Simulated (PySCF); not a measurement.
System: C₆H₁₁N₂ (doublet).

| atom | x (Å) | y (Å) | z (Å) |
| --- | --- | --- | --- |
| C | -2.2508 | 0.6883 | 0.0417 |
| C | -1.7463 | -0.5836 | -0.6266 |
| C | -0.6531 | -1.2652 | 0.2071 |
| N | 0.5408 | -0.4759 | 0.2765 |
| C | 1.4648 | -0.3199 | -0.7068 |
| C | 2.4996 | 0.6297 | -0.2188 |
| C | 1.9040 | 0.9196 | 1.1321 |
| N | 0.8001 | 0.2700 | 1.3522 |
| H | -2.7030 | 0.4581 | 1.0035 |
| H | -2.9943 | 1.1778 | -0.5825 |
| H | -1.4297 | 1.3803 | 0.2110 |
| H | -1.3412 | -0.3468 | -1.6129 |
| H | -2.5706 | -1.2867 | -0.7598 |
| H | -1.0025 | -1.4059 | 1.2323 |
| H | -0.4077 | -2.2392 | -0.2293 |
| H | 1.4470 | -0.8970 | -1.6056 |
| H | 2.6029 | 1.5360 | -0.8411 |
| H | 3.5133 | 0.1951 | -0.1525 |
| H | 2.3171 | 1.5744 | 1.8721 |

Geometry: GFN2-xTB.

Theory: PySCF 2.14.0, density-fitted response routines, UKS B3LYP, pcH-1 on C H N, non-relativistic, mean-field spin-orbit, GIAO.

> Predict the electron density, electron localisation function and spin density between the atoms.

C–N (1.30 Å): ρ at the midpoint is about 2.7 e/Å³; the ELF peaks at about 0.90 between the atoms, as expected for localised, covalent bonding.
N–N (1.33 Å): ρ is about 2.6 e/Å³ halfway; the ELF peaks at about 0.90 between the atoms; a covalent bond.
C–C (1.49 Å): ρ is about 1.8 e/Å³ halfway; the ELF peaks at about 0.95 between the atoms; localised, covalent bonding.
C–H (1.07 Å): ρ at the midpoint is about 2.1 e/Å³; the ELF climbs to about 1 towards the hydrogen, as it does in any bond to H; an ordinary covalent bond to hydrogen.
The unpaired spin (1 electron) lies mostly on C5 (about 0.5), C7 (about 0.2) and N4 (about 0.1), in electrons by Hirshfeld's partition.

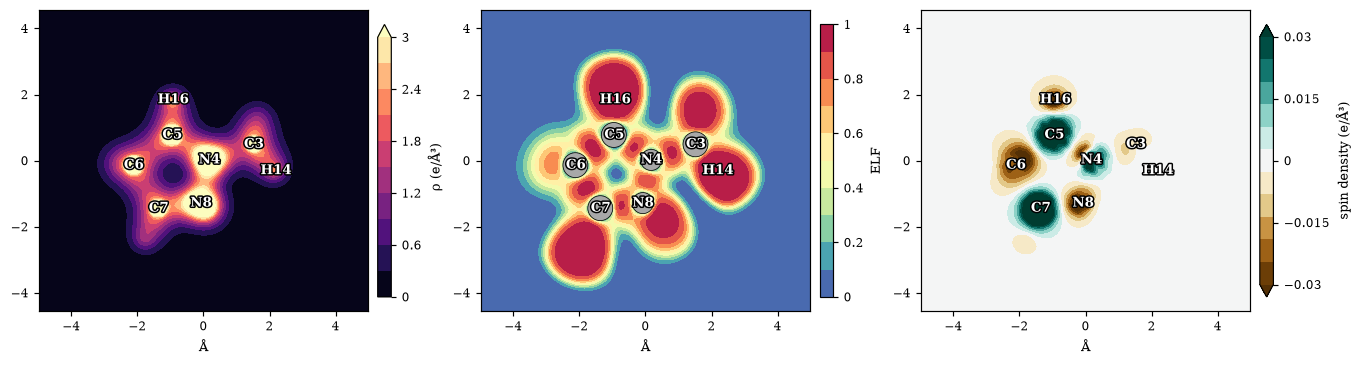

Computed electron density, electron localisation function and spin density on the plane of atoms N4, C5 and H16, in this order. Grey discs cover the atomic cores in the ELF map. 
